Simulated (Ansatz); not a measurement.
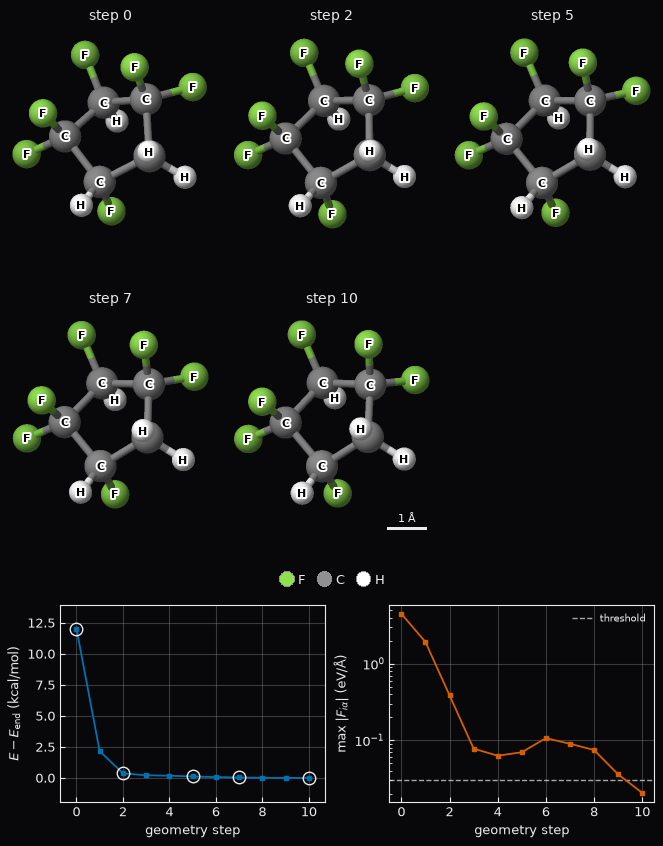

Frames of a relaxation of C$_{5}$H$_{4}$F$_{6}$ (coarse preliminary run), marked on the history of the run. A ball-and-stick model, seen at a tilt.

The start comes from a force field.

Method: RKS PBE-D4/def2-SVP in Ansatz. Settings: force threshold 0.03 eV/Å; at most 200 steps.

What happens along the run?

Answer. Over 10 geometry steps the energy falls by 12.0 kcal/mol. The largest force component goes from 4.5 to 0.021 eV/Å. The largest move after the best rigid fit is that of an F atom, 0.40 Å. Largest moves by element: F 0.40 Å, H 0.32 Å, C 0.14 Å. Some distances before and after: C–F 1.310 → 1.389 Å, C–F 1.285 → 1.363 Å, C–C 1.479 → 1.536 Å, C–C 1.577 → 1.545 Å. Among the angles between lasting bonds that change: C–C–H 113.5° → 108.1°, F–C–F 110.9° → 107.3°, C–C–F 108.4° → 111.7°. The run took about 27 s of wall time on a shared GPU. From step 0 to 2: an F atom moves most (0.14 Å), energy −11.7 kcal/mol. From step 2 to 5: an H atom moves most (0.09 Å), energy −0.25 kcal/mol. From step 5 to 7: an H atom moves most (0.10 Å), energy −0.08 kcal/mol. From step 7 to 10: F atoms move most (0.11 Å), energy −0.04 kcal/mol.

```json
{"step": "0", "E − E(0), kcal/mol": "0.00", "largest force component, eV/Å": "4.4929"}
{"step": "1", "E − E(0), kcal/mol": "-9.88", "largest force component, eV/Å": "1.9235"}
{"step": "2", "E − E(0), kcal/mol": "-11.66", "largest force component, eV/Å": "0.3877"}
{"step": "3", "E − E(0), kcal/mol": "-11.82", "largest force component, eV/Å": "0.0780"}
{"step": "4", "E − E(0), kcal/mol": "-11.85", "largest force component, eV/Å": "0.0630"}
{"step": "5", "E − E(0), kcal/mol": "-11.91", "largest force component, eV/Å": "0.0699"}
{"step": "6", "E − E(0), kcal/mol": "-11.96", "largest force component, eV/Å": "0.1069"}
{"step": "7", "E − E(0), kcal/mol": "-11.99", "largest force component, eV/Å": "0.0902"}
{"step": "8", "E − E(0), kcal/mol": "-12.02", "largest force component, eV/Å": "0.0748"}
{"step": "9", "E − E(0), kcal/mol": "-12.03", "largest force component, eV/Å": "0.0360"}
{"step": "10", "E − E(0), kcal/mol": "-12.03", "largest force component, eV/Å": "0.0206"}
```
